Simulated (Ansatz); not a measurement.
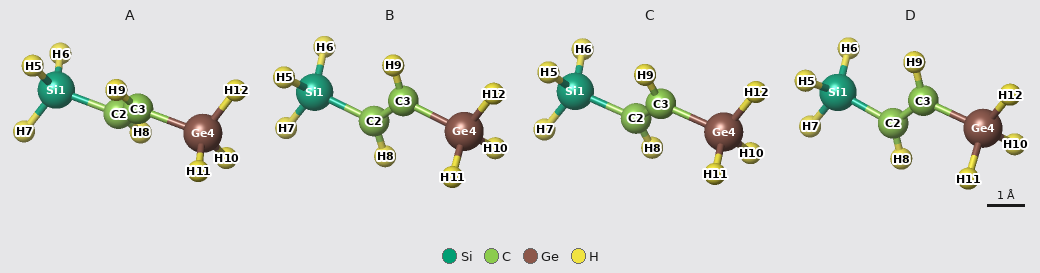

4 geometries from one relaxation of C2H8GeSi (coarse preliminary run), in shuffled order. Style: ball-and-stick. Shown at a tilt.

The start comes from a force field.

These are results of RKS PBE-D4/def2-SVP in Ansatz 0.2.0, not measurements. (force threshold 0.03 eV/Å; at most 200 steps)

Q: Order the frames from highest to lowest energy.

A: D, B, C, A. They are steps 0, 4, 7, 13, at +11.6 kcal/mol, +2.14 kcal/mol, +0.99 kcal/mol relative to the last. After 13 geometry steps the energy has fallen by 11.6 kcal/mol. The largest force component goes from 3.2 to 0.016 eV/Å. The largest move after the best rigid fit is that of H9, 1.11 Å. Largest moves by element: H 1.11 Å, C 0.36 Å, Ge 0.16 Å, Si 0.15 Å. Among the contacts that change: Ge4–H11 1.629 → 1.553 Å, Si1–C2 1.812 → 1.882 Å, Si1–H5 1.439 → 1.505 Å, C2–H8 1.043 → 1.108 Å. Bond angles that change, for instance: Si1–C2–C3 119.8° → 123.9°, H10–Ge4–H11 105.9° → 109.7°, C3–Ge4–H11 106.6° → 110.4°. Groups turn about Si1–C2 by about 60°, C3–Ge4 by about 60°. The run took 13 s on 4 threads of Intel Xeon Platinum 8559C, on a shared host.
